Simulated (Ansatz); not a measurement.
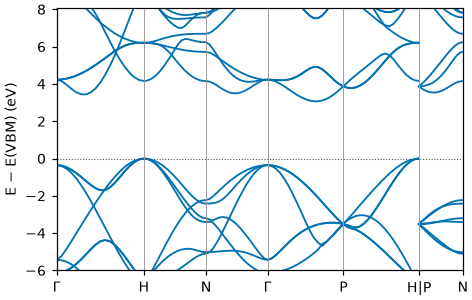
Band structure from the program Ansatz at the r²SCAN level (PAW)

Q: Read off the gap and where the band edges lie.

A: About 3.1 eV (3.06 eV by a search for the band edges); maximum at H, minimum on the Γ–P line, 64 % of the way from Γ.

The material is C in space group Im-3m (No. 229; C on 16f).

The start of the workflow was typed in or built on a structure type; neither database checked (COD, Materials Project) lists it. It is not the phase usual at ambient conditions (space group No. 194, 227). The cell was relaxed with r²SCAN under the symmetry of its start; whether a distortion lowers the energy is not shown.

Potentials: the earlier of the program's two PAW sets.
